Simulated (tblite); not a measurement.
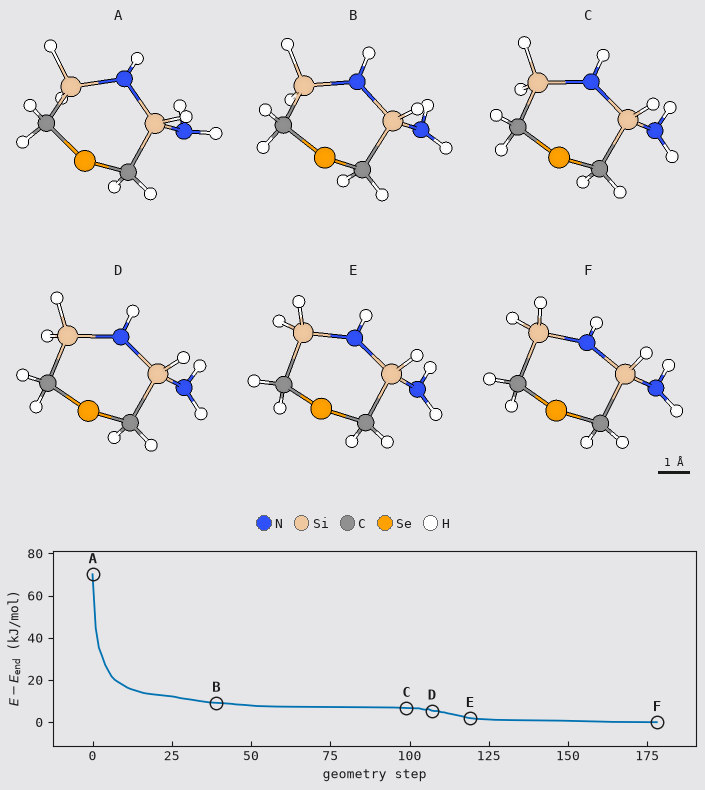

Frames of a relaxation of C₂H₁₀N₂SeSi₂, marked on the history of the run. A ball-and-stick model, seen at a tilt.

Method: GFN2-xTB geometry optimisation, gas phase in tblite 0.8.0. 

Describe the path.

Answer. An H atom moves most after the best rigid fit: 1.39 Å. By element the largest moves are H 1.39 Å, N 0.79 Å, Si 0.38 Å, C 0.34 Å, Se 0.23 Å. Near-neighbour distances that change, for instance: N–Si 1.804 → 1.725 Å, C–Si 1.836 → 1.894 Å, C–Si 1.851 → 1.899 Å, H–N 1.051 → 1.006 Å. Among the angles between lasting bonds that change: Si–N–Si 116.2° → 127.1°, N–Si–H 106.9° → 116.4°, C–Se–C 107.5° → 98.0°. Groups turn about C–Si by about 70°, C–Se by about 35°. Over 178 geometry steps the energy falls by 70.1 kJ/mol. From step 0 to 39: an H atom moves most (0.51 Å), energy −60.9 kJ/mol. From step 39 to 99: an H atom moves most (0.40 Å), energy −2.46 kJ/mol. From step 99 to 107: an H atom moves most (0.30 Å), energy −1.25 kJ/mol. From step 107 to 119: an H atom moves most (0.53 Å), energy −3.54 kJ/mol. From step 119 to 178: an H atom moves most (0.40 Å), energy −1.92 kJ/mol.

```json
{"step": "0", "E − E(0), kJ/mol": "0.00"}
{"step": "1", "E − E(0), kJ/mol": "-25.44"}
{"step": "2", "E − E(0), kJ/mol": "-34.79"}
{"step": "3", "E − E(0), kJ/mol": "-38.74"}
{"step": "4", "E − E(0), kJ/mol": "-42.96"}
{"step": "5", "E − E(0), kJ/mol": "-45.77"}
{"step": "6", "E − E(0), kJ/mol": "-48.41"}
{"step": "7", "E − E(0), kJ/mol": "-50.01"}
{"step": "8", "E − E(0), kJ/mol": "-51.01"}
{"step": "9", "E − E(0), kJ/mol": "-51.92"}
{"step": "10", "E − E(0), kJ/mol": "-52.87"}
{"step": "19", "E − E(0), kJ/mol": "-56.91"}
{"step": "28", "E − E(0), kJ/mol": "-58.79"}
{"step": "37", "E − E(0), kJ/mol": "-60.78"}
{"step": "45", "E − E(0), kJ/mol": "-61.67"}
{"step": "54", "E − E(0), kJ/mol": "-62.57"}
{"step": "63", "E − E(0), kJ/mol": "-62.81"}
{"step": "72", "E − E(0), kJ/mol": "-62.95"}
{"step": "81", "E − E(0), kJ/mol": "-63.02"}
{"step": "90", "E − E(0), kJ/mol": "-63.09"}
{"step": "98", "E − E(0), kJ/mol": "-63.35"}
{"step": "107", "E − E(0), kJ/mol": "-64.66"}
{"step": "116", "E − E(0), kJ/mol": "-67.13"}
{"step": "125", "E − E(0), kJ/mol": "-68.86"}
{"step": "134", "E − E(0), kJ/mol": "-69.18"}
{"step": "143", "E − E(0), kJ/mol": "-69.34"}
{"step": "151", "E − E(0), kJ/mol": "-69.51"}
{"step": "160", "E − E(0), kJ/mol": "-69.84"}
{"step": "169", "E − E(0), kJ/mol": "-70.07"}
{"step": "178", "E − E(0), kJ/mol": "-70.13"}
```
